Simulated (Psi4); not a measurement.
**BNH4 (BH2(NH2)): a chain of runs**

We compute a geometry optimisation (B3LYP/def2-TZVP), then the harmonic vibrations, then the energy (MP2/cc-pVTZ), then the excited states (TDA-B3LYP/def2-TZVP) of BNH4 (BH2(NH2)). 

The results are computed with Psi4 1.11.

**1. The molecule**

The species is BNH4 (6 atoms), meant as a singlet with charge 0. SMILES: `[H]B([H])N`. The shape is that of a GFN2-xTB optimisation. The run starts from this shape.

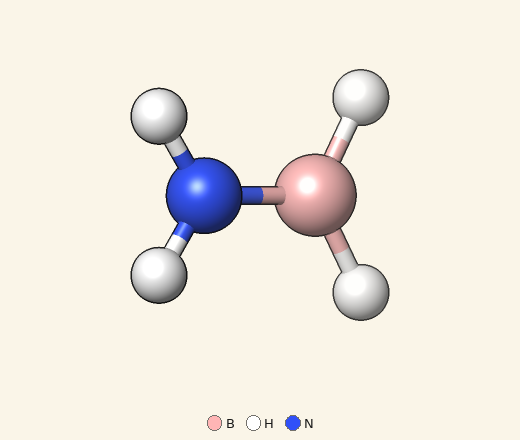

Viewed from a chosen angle; boron pink, hydrogen white, nitrogen blue.

**2. A structure relaxation at B3LYP/def2-TZVP (density fitting) (run 1)**

File job.inp:

```
memory 1600 mb

molecule geom {
  B      0.341950     0.595150     0.003650
  H      1.330110     0.674300     0.627440
  H     -0.078600     1.496820    -0.614110
  N     -0.345390    -0.598720    -0.003870
  H     -1.199300    -0.750580    -0.515060
  H     -0.048780    -1.416960     0.501960
  units angstrom
  symmetry c1
}

set geom_maxiter 60

optimize('b3lyp/def2-TZVP')
```

The run is started by

```console
$ psi4 -i job.inp -o job.out -n 1
```

job.out:

```text
Psi4 1.11 release

gradient() will perform analytic gradient computation.

   => Loading Basis Set <=

    Name: DEF2-TZVP
    Role: ORBITAL
    Keyword: BASIS

         ---------------------------------------------------------
                                   SCF
                              RKS Reference
                        1 Threads,   1525 MiB Core
         ---------------------------------------------------------

  ==> Geometry <==

    Molecular point group: c1
    Full point group: C1

    Geometry (in Angstrom), charge = 0, multiplicity = 1:

       Center              X                  Y                   Z               Mass
    ------------   -----------------  -----------------  -----------------  -----------------
         B            0.378737106225     0.658093965820     0.004124324614    11.009305360000
         H            1.366897106225     0.737243965820     0.627914324614     1.007825032230
         H           -0.041812893775     1.559763965820    -0.613635675386     1.007825032230
         N           -0.308602893775    -0.535776034180    -0.003395675386    14.003074004430
         H           -1.162512893775    -0.687636034180    -0.514585675386     1.007825032230
         H           -0.011992893775    -1.354016034180     0.502434324614     1.007825032230

  Running in c1 symmetry.

  Rotational constants: A =      4.77598  B =      0.93445  C =      0.78154 [cm^-1]
  Rotational constants: A = 143180.23255  B =  28014.11982  C =  23429.92237 [MHz]
  Nuclear repulsion =   32.535476564421572

  Charge       = 0
  Multiplicity = 1
  Electrons    = 16
  Nalpha       = 8
  Nbeta        = 8

  ==> Algorithm <==

  SCF Algorithm Type is DF.
  DIIS enabled.
  MOM disabled.
  Fractional occupation disabled.
  Guess Type is SAD.
  Energy threshold   = 1.00e-08
  Density threshold  = 1.00e-08
  Integral threshold = 1.00e-12

  ==> Primary Basis <==

  Basis Set: DEF2-TZVP
    Blend: DEF2-TZVP
    Number of shells: 38
    Number of basis functions: 86
    Number of Cartesian functions: 96
    Spherical Harmonics?: true
    Max angular momentum: 3

  ==> DFT Potential <==

   => LibXC <=

    Version 7.1.2

   => Composite Functional: B3LYP <=

    B3LYP Hyb-GGA Exchange-Correlation Functional

    Deriv               =              1
    GGA                 =           TRUE
    Meta                =          FALSE

    Exchange Hybrid     =           TRUE
    MP2 Hybrid          =          FALSE

   => Exchange Functionals <=

    0.0800   Slater exchange
    0.7200         Becke 88

   => Exact (HF) Exchange <=

    0.2000               HF

   => Correlation Functionals <=

    0.1900   Vosko, Wilk & Nusair (VWN5_RPA)
    0.8100   Lee, Yang & Parr

   => LibXC Density Thresholds  <==

    XC_HYB_GGA_XC_B3LYP:  1.00E-15

   => Molecular Quadrature <=

    Radial Scheme          =       TREUTLER
    Pruning Scheme         =           NONE
    Nuclear Scheme         =       TREUTLER

    Blocking Scheme        =         OCTREE
    BS radius alpha        =              1
    Pruning alpha          =              1
    Radial Points          =             75
    Spherical Points       =            302
    Total Points           =         131252
    Total Blocks           =           1029
    Max Points             =            254
    Max Functions          =             86
    Weights Tolerance      =       1.00E-15

   => Loading Basis Set <=

    Name: (DEF2-TZVP AUX)
    Role: JKFIT
    Keyword: DF_BASIS_SCF

  ==> Integral Setup <==

  DFHelper Memory: AOs need 0.014 GiB; user supplied 0.812 GiB.
  SCF_SUBTYPE=INCORE selected. In-core MEM_DF algorithm will be used.
  Using in-core AOs.

  ==> MemDFJK: Density-Fitted J/K Matrices <==

    J tasked:                   Yes
    K tasked:                   Yes
    wK tasked:                   No
    Memory [MiB]:               831
    Algorithm:                 Core
    Schwarz Cutoff:           1E-12
    Mask sparsity (%):       0.0270
    Fitting Condition:        1E-10

   => Auxiliary Basis Set <=

  Basis Set: (DEF2-TZVP AUX)
    Blend: DEF2-UNIVERSAL-JKFIT
    Number of shells: 74
    Number of basis functions: 224
    Number of Cartesian functions: 262
    Spherical Harmonics?: true
    Max angular momentum: 4

  Cached 100.0% of DFT collocation blocks in 0.305 [GiB].

  Minimum eigenvalue in the overlap matrix is 7.0923516650E-04.
  Reciprocal condition number of the overlap matrix is 1.0173946387E-04.
    Using symmetric orthogonalization.

  ==> Pre-Iterations <==

  SCF Guess: Superposition of Atomic Densities via on-the-fly atomic UHF (no occupation information).

   -------------------------
    Irrep   Nso     Nmo
   -------------------------
     A         86      86
   -------------------------
    Total      86      86
   -------------------------

  ==> Iterations <==

                           Total Energy        Delta E     RMS |[F,P]|

   @DF-RKS iter SAD:   -81.45968775391204   -8.14597e+01   0.00000e+00
[... 1 line left out ...]
   @DF-RKS iter   2:   -81.41364094128164    3.64061e-01   1.33876e-02 DIIS/ADIIS
[... 1 line left out ...]
   @DF-RKS iter   4:   -82.07935995444396   -8.29116e-03   6.46328e-04 DIIS/ADIIS
[... 1 line left out ...]
   @DF-RKS iter   6:   -82.08111798262422   -7.60207e-06   4.12087e-06 DIIS
[... 1 line left out ...]
   @DF-RKS iter   8:   -82.08111807402456   -9.01636e-10   8.96845e-08 DIIS
[... 1 line left out ...]
   @DF-RKS iter  10:   -82.08111807405294   -1.10845e-12   1.25315e-09 DIIS
[... 24 lines left out ...]
    Final Occupation by Irrep:
[... 9 lines left out ...]
    Nuclear Repulsion Energy =             32.5354765644215718
[... 1 line left out ...]
    Two-Electron Energy =                  69.4590741740720716
[... 1 line left out ...]
    Empirical Dispersion Energy =           0.0000000000000000
[... 1 line left out ...]
    Total Energy =                        -82.0811180740529380
[... 15 lines left out ...]
 Dipole Y            :         -0.2837438           -0.3866503           -0.6703942
[... 75 lines left out ...]
    Weights Tolerance      =       1.00E-15
[... 51 lines left out ...]
	Measures of convergence in internal coordinates in au.
[... 6 lines left out ...]
	  Convergence Criteria     1.00e-06 *    3.00e-04 *             o    1.20e-03 *             o~
[... 123 lines left out ...]
                           Total Energy        Delta E     RMS |[F,P]|
[... 2 lines left out ...]
   @DF-RKS iter   1:   -82.08162945447401   -7.33058e-03   6.83403e-05 DIIS
[... 1 line left out ...]
   @DF-RKS iter   3:   -82.08164829589910   -2.39589e-05   1.29900e-05 DIIS
[... 1 line left out ...]
   @DF-RKS iter   5:   -82.08164896439173   -1.06169e-07   3.37756e-07 DIIS
[... 1 line left out ...]
   @DF-RKS iter   7:   -82.08164896490919   -2.30074e-11   4.10047e-09 DIIS
[... 7 lines left out ...]
    Final Occupation by Irrep:
[... 9 lines left out ...]
    Nuclear Repulsion Energy =             32.2949562085634057
[... 1 line left out ...]
    Two-Electron Energy =                  69.2134393813997519
[... 1 line left out ...]
    Empirical Dispersion Energy =           0.0000000000000000
[... 1 line left out ...]
    Total Energy =                        -82.0816489649091920
[... 15 lines left out ...]
 Dipole Y            :         -0.3044802           -0.3664759           -0.6709561
[... 44 lines left out ...]
    Weights Tolerance      =       1.00E-15
[... 51 lines left out ...]
	Measures of convergence in internal coordinates in au.
[... 6 lines left out ...]
	  Convergence Criteria     1.00e-06 *    3.00e-04 *             o    1.20e-03 *             o
[... 92 lines left out ...]
                           Total Energy        Delta E     RMS |[F,P]|
[... 2 lines left out ...]
   @DF-RKS iter   1:   -82.08165317974613   -8.69770e-05   4.91424e-06 DIIS
[... 1 line left out ...]
   @DF-RKS iter   3:   -82.08165330650905   -1.01490e-07   1.30394e-06 DIIS
[... 1 line left out ...]
   @DF-RKS iter   5:   -82.08165331141868   -5.73337e-10   3.56610e-08 DIIS
[... 1 line left out ...]
  Energy and wave function converged.
[... 12 lines left out ...]
  @DF-RKS Final Energy:   -82.08165331142432
[... 4 lines left out ...]
    One-Electron Energy =                -173.4694462558633177
[... 1 line left out ...]
    DFT Exchange-Correlation Energy =     -10.1107811288659253
[... 1 line left out ...]
    VV10 Nonlocal Energy =                  0.0000000000000000
[... 15 lines left out ...]
 Dipole X            :         -0.1793226           -0.2069751           -0.3862976
[... 1 line left out ...]
 Dipole Z            :         -0.0000828           -0.0039750           -0.0040578
[... 93 lines left out ...]
	                                 ==> Convergence Check <==
[... 6 lines left out ...]
	   Step    Total Energy     Delta E     Max Force     RMS Force      Max Disp      RMS Disp
[... 74 lines left out ...]
    Weights Tolerance      =       1.00E-15
[... 21 lines left out ...]
   @DF-RKS iter   0:   -82.08175398112554   -8.20818e+01   1.91342e-05
[... 1 line left out ...]
   @DF-RKS iter   2:   -82.08165355404738   -9.29113e-09   2.54491e-06 DIIS
[... 1 line left out ...]
   @DF-RKS iter   4:   -82.08165357822199   -2.43551e-09   1.74501e-07 DIIS
[... 1 line left out ...]
   @DF-RKS iter   6:   -82.08165357833575   -3.66640e-12   4.96123e-09 DIIS
[... 24 lines left out ...]
    Final Occupation by Irrep:
[... 5 lines left out ...]
  @DF-RKS Final Energy:   -82.08165357833575

   => Energetics <=

    Nuclear Repulsion Energy =             32.2919200077434283
    One-Electron Energy =                -173.4725723869562728
    Two-Electron Energy =                  69.2098906595496999
    DFT Exchange-Correlation Energy =     -10.1108918586725931
    Empirical Dispersion Energy =           0.0000000000000000
    VV10 Nonlocal Energy =                  0.0000000000000000
    Total Energy =                        -82.0816535783357466

Computation Completed

Properties will be evaluated at   0.000000,   0.000000,   0.000000 [a0]

Properties computed using the SCF density matrix

 Multipole Moments:

 ------------------------------------------------------------------------------------
     Multipole            Electronic (a.u.)      Nuclear  (a.u.)        Total (a.u.)
 ------------------------------------------------------------------------------------

 L = 1.  Multiply by 2.5417464519 to convert [e a0] to [Debye]
 Dipole X            :         -0.1768604           -0.2090555           -0.3859159
 Dipole Y            :         -0.3107211           -0.3592371           -0.6699582
 Dipole Z            :         -0.0044884            0.0002336           -0.0042548
 Magnitude           :                                                    0.7731708

 ------------------------------------------------------------------------------------

	total time  =          3 seconds =       0.05 minutes

         ------------------------------------------------------------
                                   SCF GRAD
         ------------------------------------------------------------

  ==> Geometry <==

    Molecular point group: c1
    Full point group: C1

    Geometry (in Angstrom), charge = 0, multiplicity = 1:

       Center              X                  Y                   Z               Mass
    ------------   -----------------  -----------------  -----------------  -----------------
         B            0.381471406564     0.661446994081     0.003704980908    11.009305360000
         H            1.386785094284     0.746894677390     0.640214354870     1.007825032230
         H           -0.046685859069     1.580744786943    -0.624530892879     1.007825032230
         N           -0.311725222592    -0.540761162742    -0.003201358038    14.003074004430
         H           -1.166401584984    -0.683443041760    -0.516070564281     1.007825032230
         H           -0.009605516431    -1.356203334470     0.504395325177     1.007825032230

  Nuclear repulsion =   32.291920007743428

   => Molecular Quadrature <=

    Radial Scheme          =       TREUTLER
    Pruning Scheme         =           NONE
    Nuclear Scheme         =       TREUTLER

    Blocking Scheme        =         OCTREE
    BS radius alpha        =              1
    Pruning alpha          =              1
    Radial Points          =             75
    Spherical Points       =            302
    Total Points           =         131300
    Total Blocks           =           1029
    Max Points             =            256
    Max Functions          =             86
    Weights Tolerance      =       1.00E-15

  -Total Gradient:
     Atom            X                  Y                   Z
    ------   -----------------  -----------------  -----------------
       1        0.000108121288    -0.000104540492    -0.000184474676
       2       -0.000044084952     0.000016114810     0.000073916224
       3       -0.000053816165     0.000023319782     0.000061788528
       4       -0.000048545173    -0.000015262557     0.000028721760
       5        0.000015975427     0.000044640669     0.000008026129
       6        0.000025969175     0.000041926471     0.000012004879

	total time  =          1 seconds =       0.02 minutes

    			-----------------------------------------

    			 OPTKING 3.0: for geometry optimizations

    			        with contributions from

    			-----------------------------------------

	                            ===> Fragment 1 <==

	 Z (Atomic Numbers)          Masses                          Geom
	       5.000000            11.009305          0.72087648  1.24995367  0.00700140
	       1.000000             1.007825          2.62064402  1.41142638  1.20982979
	       1.000000             1.007825         -0.08822349  2.98717472 -1.18019234
	       7.000000            14.003074         -0.58907530 -1.02189050 -0.00604969
	       1.000000             1.007825         -2.20417955 -1.29152017 -0.97523203
	       1.000000             1.007825         -0.01815180 -2.56285287  0.95316902

	 - Coordinate -           - BOHR/RAD -       - ANG/DEG -
	 R(1,2)           =         2.254326           1.192938
	 R(1,3)           =         2.254331           1.192941
	 R(1,4)           =         2.622484           1.387759
[... 11 lines of this table left out ...]
	 D(3,1,4,6)       =        -3.140001        -179.908779

	        --- Internal Coordinate Step in ANG or DEG, aJ/ANG or AJ/DEG ---
	-------------------------------------------------------------------------------
	           Coordinate      Previous         Force          Change          New
	           ----------      --------        ------          ------        ------
	               R(1,2)       1.19294       -0.00002       -0.00001       1.19293
	               R(1,3)       1.19294       -0.00003       -0.00001       1.19293
	               R(1,4)       1.38776        0.00045        0.00005       1.38781
[... 11 lines of this table left out ...]
	           D(3,1,4,6)    -179.90878       -0.00001       -0.09410    -180.00287
	-------------------------------------------------------------------------------

	                                 ==> Convergence Check <==

	Measures of convergence in internal coordinates in au.

	Criteria marked as inactive (o), active & met (*), and active & unmet ( ).

	----------------------------------------------------------------------------------------------
	   Step    Total Energy     Delta E     Max Force     RMS Force      Max Disp      RMS Disp
	----------------------------------------------------------------------------------------------
	  Convergence Criteria     1.00e-06 *    3.00e-04 *             o    1.20e-03 *             o
	----------------------------------------------------------------------------------------------
	     4     -82.08165358   -2.67e-07 *    9.34e-05 *    5.00e-05 o    1.74e-03      8.15e-04 o  ~
	----------------------------------------------------------------------------------------------

Next Geometry in Ang
	Fragment 1 (Ang)

	    B   0.3810200230   0.6618002490   0.0044435850
	    H   1.3870335145   0.7468766793   0.6398808225
	    H  -0.0464249287   1.5807208135  -0.6248048152
	    N  -0.3118194241  -0.5406709764  -0.0030270880
	    H  -1.1663035197  -0.6836855706  -0.5161849323
	    H  -0.0096673473  -1.3563622755   0.5042042737

    Final optimized geometry and variables:
    Molecular point group: c1
    Full point group: C1

    Geometry (in Angstrom), charge = 0, multiplicity = 1:

    B            0.381471406564     0.661446994081     0.003704980908
    H            1.386785094284     0.746894677390     0.640214354870
    H           -0.046685859069     1.580744786943    -0.624530892879
    N           -0.311725222592    -0.540761162742    -0.003201358038
    H           -1.166401584984    -0.683443041760    -0.516070564281
    H           -0.009605516431    -1.356203334470     0.504395325177

    Psi4 run time: 0:00:17.53

[set-up sections that repeat, and orbital energies of the middle runs, are left out above]
```

Standard output:

```text
Optimizer: Optimization complete!
```

Wall time 19 s (1 thread of Intel Xeon Platinum 8375C at 2.90GHz (Ice Lake), shared host); peak memory 0.57 GiB.

The path in brief:

```tsv
step	energy from the first frame kept (eV)	largest force (eV/Å)
0	0.0000	0.5490
1	-0.0144	0.0716
2	-0.0146	0.0195
3	-0.0146	0.0122
```

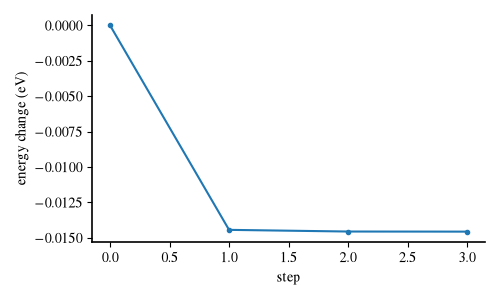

Energy along the run.

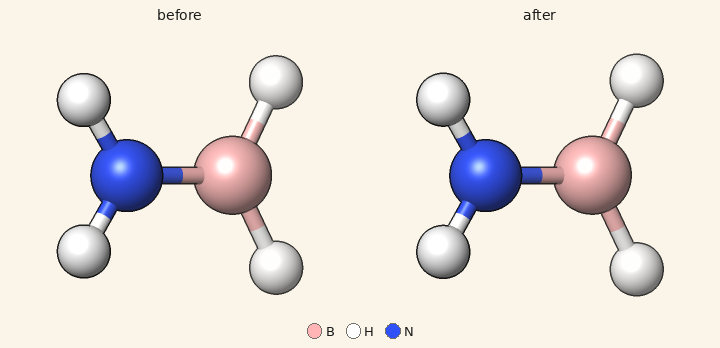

Before and after, at one scale.

After the run. Bond lengths: B1–N4 1.388 Å, B1–H2 1.193 Å, B1–H3 1.193 Å, N4–H5 1.007 Å, N4–H6 1.007 Å. Angles: B1–N4–H5 123.3°, B1–N4–H6 123.3°, H2–B1–N4 119.1°, H3–B1–N4 119.1°, H5–N4–H6 113.4°, H2–B1–H3 121.9°.

**3. The harmonic vibrations at B3LYP/def2-TZVP (density fitting) (run 2)**

File job.py:

```python
import psi4

psi4.set_memory(1600000000)
psi4.set_num_threads(1)
psi4.set_output_file('psi4.out', False)

geom = psi4.geometry("""
0 1
B      0.344684     0.598503     0.003231
H      1.349998     0.683951     0.639740
H     -0.083473     1.517801    -0.625005
N     -0.348512    -0.603705    -0.003676
H     -1.203189    -0.746387    -0.516545
H     -0.046393    -1.419147     0.503921
symmetry c1
""")

psi4.set_options({
    'basis': 'def2-TZVP',
    't': 400.0,
    'rotational_symmetry_number': 2,
})

result = psi4.frequencies("b3lyp")
print(f'total energy {result:.8f} hartree = {result * 27.211386:.5f} eV')
for k in ('ZPVE', 'ENTHALPY', 'GIBBS FREE ENERGY'):
    print(f'{k}: {psi4.variable(k):.8f} Eh')
```

The run is started by

```console
$ python job.py
```

psi4.out, cut to the lines that bear on the results:

```text
[...]
  Running in c1 symmetry.
[...]
  Nuclear repulsion =   32.291923257925170
[...]
  Multiplicity = 1
[...]
  Nalpha       = 8
  Nbeta        = 8
[...]
    Number of basis functions: 86
[...]
   @DF-RKS iter   1:   -81.78211405453887   -3.34475e-01   9.64025e-03 ADIIS/DIIS
[...]
   @DF-RKS iter  10:   -82.08165177868342   -1.00897e-12   1.40632e-09 DIIS
[...]
  @DF-RKS Final Energy:   -82.08165177868342
   => Energetics <=
    Nuclear Repulsion Energy =             32.2998314113522156
    One-Electron Energy =                -173.4867274932433929
    Two-Electron Energy =                  69.2167921904180616
    DFT Exchange-Correlation Energy =     -10.1115478872103086
    Empirical Dispersion Energy =           0.0000000000000000
    VV10 Nonlocal Energy =                  0.0000000000000000
    Total Energy =                        -82.0816517786834225
[...]
  -Total Gradient:
     Atom            X                  Y                   Z
    ------   -----------------  -----------------  -----------------
       1        0.000108519248    -0.000102396903    -0.000184925563
       2       -0.000061555452     0.000028379080     0.000105928209
       3       -0.000034126486     0.000014889475     0.000029754926
       4       -0.000411331216    -0.000635385847     0.000021834791
       5        0.000715569496     0.000052368666     0.000527045420
       6       -0.000313432121     0.000648387054    -0.000499655594
[...]
  ==> Harmonic Vibrational Analysis <==
[...]
  Freq [cm^-1]                 629.5444            750.1026            856.6973
[...]
  IR activ [km/mol]            186.9700             0.1802              0.0000
[...]
  Freq [cm^-1]                1016.4242           1138.8501           1157.3537
[...]
  IR activ [km/mol]            29.4569             36.5506              0.2666
[...]
  Freq [cm^-1]                1359.5970           1649.4584           2578.5738
[...]
  IR activ [km/mol]            59.2930             74.3604             92.9719
[...]
  Freq [cm^-1]                2654.0309           3576.8174           3663.8821
[...]
  IR activ [km/mol]            164.4226            20.1301             26.3157
[...]
  Total E_0, Enthalpy at 0 [K]                                                          -82.03374068 [Eh]
[...]
  Total H, Enthalpy at  400.00 [K]                                                      -82.02754386 [Eh]
[...]
  Total G, Gibbs energy at  400.00 [K]                                                  -82.06463137 [Eh]
[...]
```

The script printed:

```text
total energy -82.08165358 hartree = -2233.55556 eV
ZPVE: 0.04791290 Eh
ENTHALPY: -82.02754386 Eh
GIBBS FREE ENERGY: -82.06463137 Eh
```

Wall time 2.7 min (1 thread of Intel Xeon Platinum 8375C at 2.90GHz (Ice Lake), shared host); peak memory 0.56 GiB.

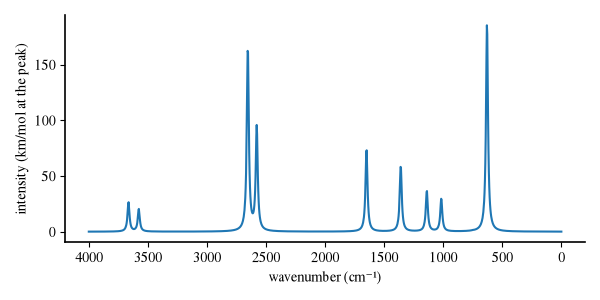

Harmonic infrared spectrum, unscaled, lines broadened by 10 cm⁻¹.

[end of part 1 of 2]
